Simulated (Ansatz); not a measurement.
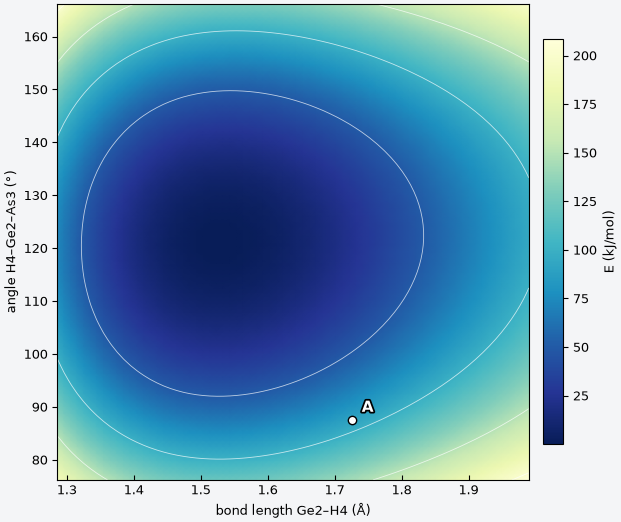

AsGeH₃O, SMILES [O]1[GeH2][AsH]1. 
- The first coordinate is: bond length Ge2–H4; the second: angle H4–Ge2–As3.
- Nothing is relaxed (all other coordinates rigid).
- Grid: 9 × 9 points.
- Energies: kJ/mol, counted from the relaxed molecule at the same level.
- All numbers below come from RKS PBE0-D4/def2-TZVP (Ansatz).

Drawn: a smooth colour map with a few white contour lines, the point A. Between grid points the surface is interpolated.

Q: Which way does the force act at A, and how strong is it?

A: A, at bond length Ge2–H4 = 1.726 Å, angle H4–Ge2–As3 = 87.5°, is not a stationary point. The computed force is 210 kJ/mol for each Å towards smaller values of bond length Ge2–H4 and 3.9 kJ/mol for each degree towards larger values of angle H4–Ge2–As3.
